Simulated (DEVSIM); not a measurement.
System: Schottky contact on p-type CdTe, at 300 K.

```csv
layer (left to right),material,thickness (μm),Na (cm⁻³),τn (s),τp (s)
1,CdTe,0.340,2.4e15,6.5e-8,6.5e-8
```

Left contact: Schottky, work function 4.74 eV, emission velocity 2.5e6 cm/s. Right contact: ohmic. Voltage is applied to the left contact. Recombination: SRH at mid-gap, radiative, Auger. Mobility is μmin + (μ − μmin)/(1 + (N/Nref)^α).

Constants are typed, rounded textbook-type inputs, not results; the design itself was drawn at random and stands for no fabricated device. Values at 300 K.

| parameter | CdTe |
|---|---|
| gap (eV) | 1.5 |
| affinity (eV) | 4.28 |
| permittivity | 10.2 |
| Nc (cm⁻³) | 8e17 |
| Nv (cm⁻³) | 1.8e19 |
| μn (cm²/Vs) | 1000 |
| μp (cm²/Vs) | 80 |
| μn,min | 100 |
| μp,min | 10 |
| Nref,n | 1e17 |
| Nref,p | 1e17 |
| αn | 0.6 |
| αp | 0.6 |
| B (cm³/s) | 1e-10 |
| Cn (cm⁶/s) | 1e-30 |
| Cp (cm⁶/s) | 1e-30 |

Simulated with DEVSIM: 1D drift-diffusion, Boltzmann statistics, complete ionisation; no tunnelling, impact ionisation, image-force lowering or self-heating. Metal contacts follow the ideal Schottky-Mott rule: no Fermi-level pinning, no interface dipoles.

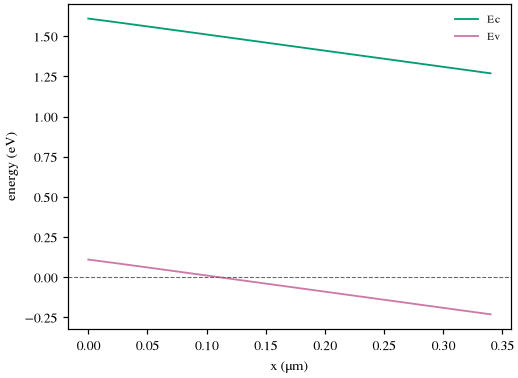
Band edges at -1.15 V on the left contact

Energies count from the Fermi level of the right contact; mesh points crowd at the junctions.

| x (μm) | Ec (eV) | Ev (eV) | n (cm⁻³) | p (cm⁻³) | field (V/cm) |
|---|---|---|---|---|---|
| 0.000 | 1.610 | 0.110 | 3.3e9 | 7.1e14 | -9400 |
| 0.005368 | 1.605 | 0.105 | 3.3e9 | 1.0e15 | -9500 |
| 0.01176 | 1.599 | 0.099 | 3.2e9 | 1.4e15 | -9600 |
| 0.01937 | 1.591 | 0.091 | 3.2e9 | 1.6e15 | -9700 |
| 0.03045 | 1.581 | 0.081 | 3.2e9 | 1.9e15 | -9900 |
| 0.04163 | 1.569 | 0.070 | 3.2e9 | 2.1e15 | -9900 |
| 0.05493 | 1.556 | 0.056 | 3.2e9 | 2.2e15 | -10000 |
| 0.07430 | 1.537 | 0.037 | 3.2e9 | 2.3e15 | -10000 |
| 0.09384 | 1.517 | 0.017 | 3.2e9 | 2.4e15 | -10000 |
| 0.1171 | 1.494 | -0.006 | 3.2e9 | 2.4e15 | -10000 |
| 0.1448 | 1.466 | -0.034 | 3.2e9 | 2.4e15 | -10000 |
| 0.1834 | 1.427 | -0.073 | 3.2e9 | 2.4e15 | -10000 |
| 0.2130 | 1.397 | -0.103 | 3.2e9 | 2.4e15 | -10000 |
| 0.2378 | 1.372 | -0.128 | 3.1e9 | 2.4e15 | -10000 |
| 0.2661 | 1.344 | -0.156 | 3.0e9 | 2.4e15 | -10000 |
| 0.2824 | 1.327 | -0.173 | 2.8e9 | 2.4e15 | -10000 |
| 0.2936 | 1.316 | -0.184 | 2.7e9 | 2.4e15 | -10000 |
| 0.3055 | 1.304 | -0.196 | 2.3e9 | 2.4e15 | -10000 |
| 0.3191 | 1.290 | -0.210 | 1.8e9 | 2.4e15 | -10000 |
| 0.3270 | 1.282 | -0.218 | 1.3e9 | 2.4e15 | -10000 |
| 0.3336 | 1.276 | -0.224 | 7.0e8 | 2.4e15 | -10000 |
| 0.3400 | 1.269 | -0.231 | < 1e2 | 2.4e15 | -10000 |
